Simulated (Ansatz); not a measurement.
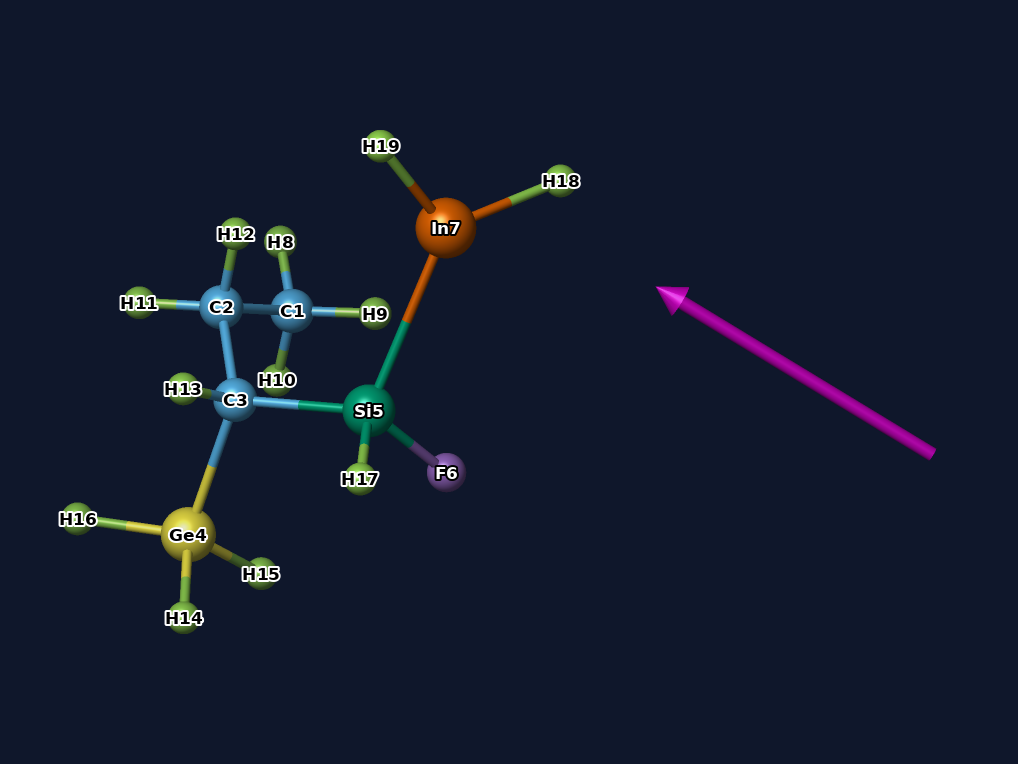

The arrow beside the molecule shows the direction of the dipole moment, from the negative to the positive end (its length means nothing). The geometry was computed by an optimisation with PBE0-D4/def2-TZVP. No frequency run is at hand to confirm it as a minimum. Method: RKS PBE-D4/def2-TZVPP, core potentials on In (Ansatz 0.2.0).

> How large is the dipole moment?

1.55 D; it points from the side of F6 to the side of H11 (the outermost atoms at the two ends).
